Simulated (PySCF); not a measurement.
**P4 (SMILES P12P3P1P23): BLYP/def2-SVPD**

What is the vertical singlet–triplet gap of P4 at BLYP/def2-SVPD? 

The results are computed with PySCF 2.14.0.

1 further run of the same task is left out (set aside as unsound or not needed).

### Step 1. Starting point

P4 has 4 atoms, charge 0, and is taken as a singlet. SMILES: `P12P3P1P23`. The shape is that of a PBE0-D4/def2-TZVP optimisation.

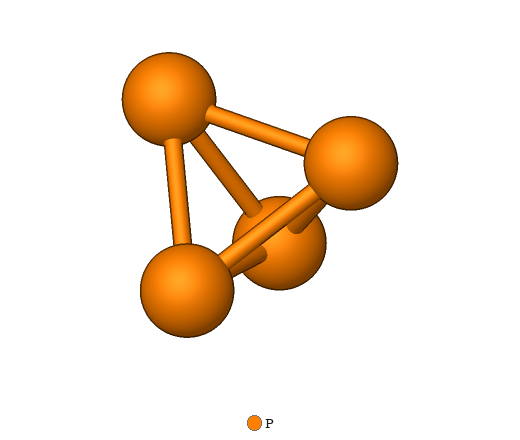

The structure, seen from a chosen angle (phosphorus orange).

### Step 2. A single-point energy at BLYP/def2-SVPD

The input, calc.py:

```python
from pyscf import gto, dft

mol = gto.Mole()
mol.atom = '''
P     -0.724800    -0.100000     1.119400
P      1.294900     0.109800     0.315700
P     -0.185000    -1.091700    -0.749800
P     -0.385100     1.081900    -0.685200
'''
mol.basis = 'def2-svpd'
mol.spin = 0
mol.max_memory = 1860
mol.verbose = 3
mol.build()

calc0 = dft.RKS(mol, xc='blyp')
calc0.conv_tol = 1e-10
calc0.grids.level = 5
calc0.kernel()
if not calc0.converged:
    calc0 = calc0.newton().run(calc0.mo_coeff, calc0.mo_occ)

e_tot = calc0.e_tot
print(f'total energy: {e_tot:.8f} hartree')
```

Launch:

```console
$ OMP_NUM_THREADS=1 python calc.py
```

What it wrote:

```text
converged SCF energy = -1365.03513253989
total energy: -1365.03513254 hartree
```

Wall time 13 s (1 thread of Arm Neoverse V1, shared host); peak memory 0.49 GiB.

### Step 3. The triplet at the same level

The input, calc.py:

```python
from pyscf import gto, dft

mol = gto.M(
    atom='''
P       -0.724800      -0.100000       1.119400
P        1.294900       0.109800       0.315700
P       -0.185000      -1.091700      -0.749800
P       -0.385100       1.081900      -0.685200
''',
    basis='def2-svpd',
    verbose=3,
    spin=2,
    max_memory=1860,
)

myscf = dft.UKS(mol, xc='blyp')
myscf.grids.level = 5
myscf.conv_tol = 1e-10
myscf.kernel()
if not myscf.converged:
    myscf = myscf.newton().run(myscf.mo_coeff, myscf.mo_occ)

e_final = myscf.e_tot
print('Final energy', e_final)
```

Launch:

```console
$ OMP_NUM_THREADS=1 python calc.py
```

What it wrote:

```text
WARN: HOMO -0.0737244806246914 >= LUMO -0.268216174170563

WARN: HOMO -0.0698457040804037 >= LUMO -0.213929889811047

WARN: HOMO -0.0627738469307975 >= LUMO -0.225985808734263

WARN: HOMO -0.0669455778838601 >= LUMO -0.228096730163413

WARN: HOMO -0.0670465334412744 >= LUMO -0.230807568042053

WARN: HOMO -0.0689567745596109 >= LUMO -0.230887633459451

WARN: HOMO -0.0698927937310565 >= LUMO -0.230335024312233

WARN: HOMO -0.0704241270906867 >= LUMO -0.229363379795133

WARN: HOMO -0.0707338487179665 >= LUMO -0.228979432845212

WARN: HOMO -0.0709175583701556 >= LUMO -0.228967496837144

WARN: HOMO -0.070890702876647 >= LUMO -0.229023602551957

WARN: HOMO -0.0708983892566368 >= LUMO -0.229129112764055

WARN: HOMO -0.0708923537791892 >= LUMO -0.229096723603739

WARN: HOMO -0.0709692915912008 >= LUMO -0.229207381395067

WARN: HOMO -0.0709085722347214 >= LUMO -0.229157270481254

WARN: HOMO -0.0709319309334533 >= LUMO -0.229184150414275

WARN: HOMO -0.0709252760694843 >= LUMO -0.22918128530329

WARN: HOMO -0.0709014660050036 >= LUMO -0.229189175557252

WARN: HOMO -0.0708974257666228 >= LUMO -0.229179357647794

WARN: HOMO -0.0709073003327971 >= LUMO -0.229184849147089

WARN: HOMO -0.0709027402643867 >= LUMO -0.229178547101598

WARN: HOMO -0.0709040114439796 >= LUMO -0.229177615263107

WARN: HOMO -0.0709049639178159 >= LUMO -0.229178574922134

WARN: HOMO -0.0709054574267869 >= LUMO -0.229178705166461

WARN: HOMO -0.0709048552895775 >= LUMO -0.229177437700021

WARN: HOMO -0.0709057647633331 >= LUMO -0.2291786709787

WARN: HOMO -0.0709053753615889 >= LUMO -0.229178478963061

WARN: HOMO -0.0709054888853458 >= LUMO -0.229178501326654

WARN: HOMO -0.0709054725571399 >= LUMO -0.22917865910975

WARN: HOMO -0.0709053628938232 >= LUMO -0.22917854512473

WARN: HOMO -0.0709053661144112 >= LUMO -0.229178553642384

WARN: HOMO -0.0709053920774478 >= LUMO -0.229178563008516

converged SCF energy = -1364.86209283758  <S^2> = 2.0086468  2S+1 = 3.005759
Final energy -1364.8620928375776
```

It took 68 s on 1 thread of Arm Neoverse V1, shared host; peak memory 0.5 GiB.

### Step 4. Results

At BLYP/def2-SVPD:

```
                                        quantity           value
                           singlet: total energy  -1365.03513 Eh
                          singlet: dipole moment          0.00 D
                            singlet: HOMO energy        -6.42 eV
                            singlet: LUMO energy        -1.31 eV
                          singlet: HOMO–LUMO gap         5.11 eV
                           triplet: total energy  -1364.86209 Eh
                          triplet: dipole moment          0.00 D
     triplet: HOMO energy (highest over α and β)        -1.93 eV
                                   triplet: ⟨S²⟩           2.009
vertical energy of the triplet above the singlet        4.709 eV
```

**Reading.** At this shape the triplet lies 4.71 eV (109 kcal/mol) above the singlet.
